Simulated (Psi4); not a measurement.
**HF/CBS (extrapolation scf/cc-pv[dt]z) run of GaH3 (SMILES [H][Ga]([H])[H])**

What is the energy change on altering one bond length of GaH3 at HF/CBS (extrapolation scf/cc-pv[dt]z)? 

The calculation is run with Psi4 1.11.

8 further runs of the same task are left out: 5 for a known fault of the program, 2 that didn't finish, 1 set aside as unsound or not needed.

**1. The system as given**

The species is GaH3 (4 atoms), meant as a singlet with charge 0. SMILES: `[H][Ga]([H])[H]`. The shape comes from GFN2-xTB, which is rough for such elements, and wasn't checked as a minimum.

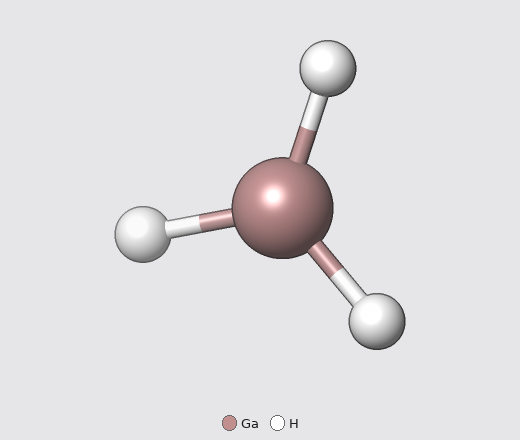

Viewed from a chosen angle; gallium pink, hydrogen white.

**2. The energy at HF/CBS (extrapolation scf/cc-pv[dt]z)**

Contents of calc.inp:

```
memory 1.6 GB

molecule {
  0 1
  Ga    -0.00030236     0.00011338     0.00241885
  H      2.95948119    -0.05506662     0.02526564
  H     -1.43207225     2.59083341    -0.03518670
  H     -1.52710658    -2.53588018     0.00750221
  units bohr
}

set {
  scf_type    pk
  freeze_core true
}

energy('scf/cc-pv[dt]z')
```

Launch:

```console
$ psi4 calc.inp calc.out -n 1
```

calc.out:

```text
[...]
  Running in c1 symmetry.
[...]
  Nuclear repulsion =   32.001201405435303
[...]
  Multiplicity = 1
[...]
  Nalpha       = 17
  Nbeta        = 17
[...]
    Number of basis functions: 85
[...]
   @RHF iter   1: -1923.84376293223477   -3.22778e+00   2.28532e-02 ADIIS/DIIS
[...]
   @RHF iter   7: -1924.92825378329098   -4.22801e-09   1.82098e-07 DIIS
[...]
    Orbital Energies [Eh]
    ---------------------
    Doubly Occupied:
       1A   -378.881901     2A    -48.228062     3A    -42.558428
       4A    -42.555405     5A    -42.555404     6A     -6.425511
       7A     -4.521101     8A     -4.513578     9A     -4.513578
      10A     -1.224485    11A     -1.218951    12A     -1.218949
      13A     -1.213237    14A     -1.213233    15A     -0.599806
      16A     -0.427377    17A     -0.427320
[...]
  @RHF Final Energy: -1924.92825378329098
   => Energetics <=
    Nuclear Repulsion Energy =             32.0012014054353031
    One-Electron Energy =               -2749.2662672679552998
    Two-Electron Energy =                 792.3368120792288209
    Total Energy =                      -1924.9282537832909838
[...]
 Multipole Moments:
 ------------------------------------------------------------------------------------
     Multipole            Electronic (a.u.)      Nuclear  (a.u.)        Total (a.u.)
 ------------------------------------------------------------------------------------
 L = 1.  Multiply by 2.5417464519 to convert [e a0] to [Debye]
 Dipole X            :         -0.0010685            0.0006334           -0.0004351
 Dipole Y            :          0.0003761           -0.0002375            0.0001385
 Dipole Z            :          0.0080295           -0.0050674            0.0029621
 Magnitude           :                                                    0.0029970
[...]
```

It took 12 s on 1 thread of Intel Xeon Platinum 8488C (Sapphire Rapids), shared host; peak memory 1.1 GiB.

**3. The distorted shape at the same level**

Contents of gah3.xyz:

```xyz
4
GaH3
Ga     0.565382     0.939415    -0.000603
H      2.131632     0.910215     0.011487
H     -0.192278     2.310365    -0.020503
H     -0.808110    -1.341930     0.003970
```

Contents of gah3.py:

```python
import psi4

psi4.set_memory('1600 MB')
psi4.set_num_threads(1)
psi4.set_output_file('output.dat', False)

with open('gah3.xyz') as f:
    atoms = ''.join(f.readlines()[2:])
mol = psi4.geometry('0 1\n' + atoms + '')

psi4.set_options({
    'reference': 'rhf',
    'scf_type': 'pk',
    'freeze_core': True,
})

e_tot, wfn = psi4.energy("scf/cc-pv[dt]z", return_wfn=True)
print(f'scf/cc-pv[dt]z energy: {e_tot:.10f} Eh')
```

Launch:

```console
$ python gah3.py
```

output.dat:

```text
[...]
  Running in c1 symmetry.
[...]
  Nuclear repulsion =   27.584799188906310
[...]
  Multiplicity = 1
[...]
  Nalpha       = 17
  Nbeta        = 17
[...]
    Number of basis functions: 85
[...]
   @RHF iter   1: -1923.51146431745269   -3.22733e+00   2.27783e-02 ADIIS/DIIS
[...]
   @RHF iter   7: -1924.82455794884822   -5.55629e-08   4.86269e-07 DIIS
[...]
    Orbital Energies [Eh]
    ---------------------
    Doubly Occupied:
       1A   -378.940306     2A    -48.283684     3A    -42.613956
       4A    -42.612060     5A    -42.610833     6A     -6.479131
       7A     -4.574004     8A     -4.567928     9A     -4.566438
      10A     -1.276232    11A     -1.273520    12A     -1.270153
      13A     -1.267830    14A     -1.264269    15A     -0.602517
      16A     -0.458625    17A     -0.323099
[...]
  @RHF Final Energy: -1924.82455794884822
   => Energetics <=
    Nuclear Repulsion Energy =             27.5847991889063096
    One-Electron Energy =               -2738.8497728767320041
    Two-Electron Energy =                 786.4404157389774355
    Total Energy =                      -1924.8245579488482235
[...]
 Multipole Moments:
 ------------------------------------------------------------------------------------
     Multipole            Electronic (a.u.)      Nuclear  (a.u.)        Total (a.u.)
 ------------------------------------------------------------------------------------
 L = 1.  Multiply by 2.5417464519 to convert [e a0] to [Debye]
 Dipole X            :          1.1315506           -0.5591037            0.5724469
 Dipole Y            :          1.8813592           -0.9299508            0.9514085
 Dipole Z            :          0.0035350           -0.0032038            0.0003312
 Magnitude           :                                                    1.1103484
[...]
```

The script printed:

```text
scf/cc-pv[dt]z energy: -1924.9170707978 Eh
```

Wall time 12 s (1 thread of Intel Xeon Platinum 8488C (Sapphire Rapids), shared host); peak memory 1.1 GiB.

**4. What came out**

At HF/CBS (extrapolation scf/cc-pv[dt]z):

| quantity | value |
| --- | --- |
| first shape: total energy | -1925.01910 Eh |
| distorted shape: total energy | -1924.91707 Eh |
| energy change with the Ga1–H4 bond stretched from 1.566 to 2.663 Å | 2.776 eV |

In words: One bond (distorted shape) is far stretched, which a spin-restricted single reference describes badly; a broken-symmetry solution may lie lower. With the Ga1–H4 bond stretched from 1.566 to 2.663 Å the energy rises by 2.78 eV (268 kJ/mol). The first shape isn't relaxed at this level, so the change isn't measured from a minimum. A restricted reference can't describe the breaking bond well at this length.
